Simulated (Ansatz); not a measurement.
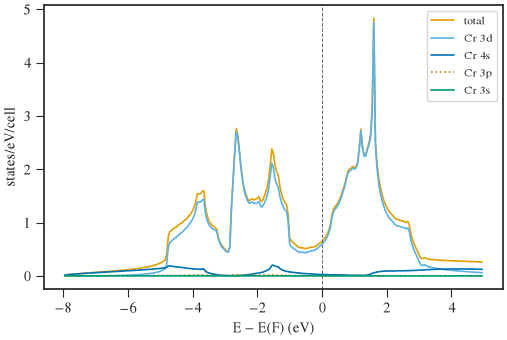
Figure: Total and projected density of states of Cr (bcc (W type), Im-3m), plane-wave PAW LDA (Ansatz code)

Question: Which orbitals carry the states next to the Fermi level?

Answer: Within 0.5 eV of the Fermi level: Cr 3d 93 %. Projections are on Löwdin-orthogonalised atomic valence shells; empty p or d shells of many metals are not among them.

Question: Where is the tallest occupied peak in this window, and what makes it?

Answer: Near -2.6 eV, about 2.8 states/eV per cell; the largest projected share is Cr 3d.

Symmetry was held in the LDA relaxation. The workflow began spin-polarised and lost its moments. Textbook magnetic order: a spin-density-wave antiferromagnet.

Potentials: the later of the program's two PAW sets.
